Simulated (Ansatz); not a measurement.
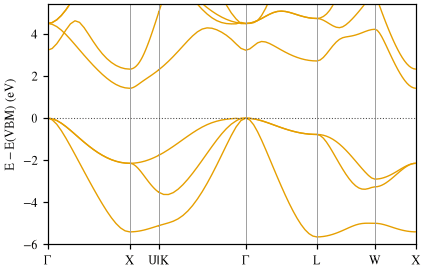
Figure. Band structure from the program Ansatz at the LDA level (PAW)

Read off the gap and where the band edges lie.

About 1.4 eV (1.42 eV by a search for the band edges); maximum at Γ, minimum at X.

Pick the material that matches.
(A) GaN, zinc blende
(B) AlP, zinc blende
(C) BeTe, zinc blende
(D) GaAs, zinc blende

B, AlP, zinc blende

Space group F-43m (zinc blende). Symmetry was held in the LDA relaxation.

Potentials: the earlier of the program's two PAW sets. The files were generated under PBE; for other functionals the program regenerates the frozen cores, and for LDA and PBEsol the local potential too.
